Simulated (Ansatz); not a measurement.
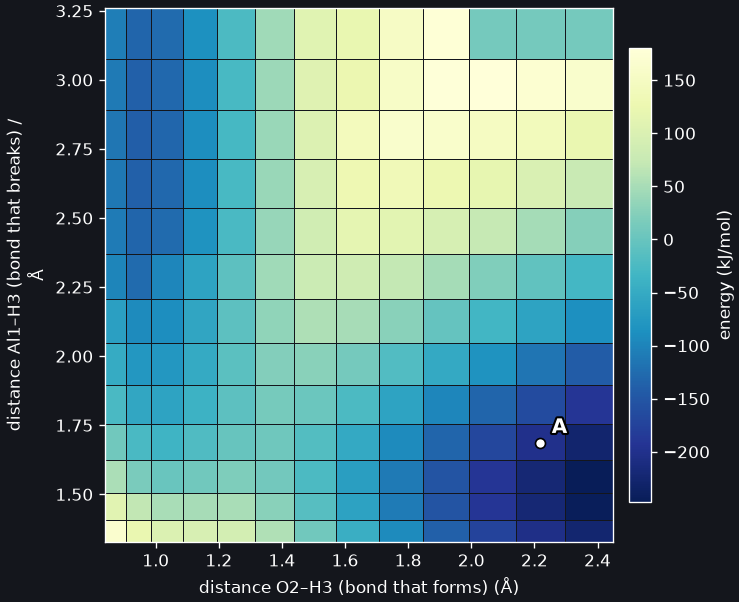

The reacting system AlH₃O₂. The first coordinate is: distance O2–H3 (bond that forms); the second: distance Al1–H3 (bond that breaks). Relaxed at each point: all other coordinates. The grid has 13 × 13 points. Points are written as (first, second). Energies are in kJ/mol, from a guessed transition structure relaxed with its forming and breaking bonds held. Energies and slopes of some neighbouring points disagree (a jump in structure or state, or too coarse a mesh). The reference is spin-restricted, so regions where a bond is pulled apart into radicals lie too high. Level of theory: RKS PBE0-D4/def2-SVP in Ansatz 0.2.0.

Drawn: one coloured cell a grid point, the point A.

Question: Which way does the force act at A, and how strong is it?

Answer: A, at (2.218 Å, 1.686 Å), is not a stationary point. The computed force is 193 kJ/mol for each Å towards larger values of the first coordinate and 230 kJ/mol for each Å towards smaller values of the second coordinate.
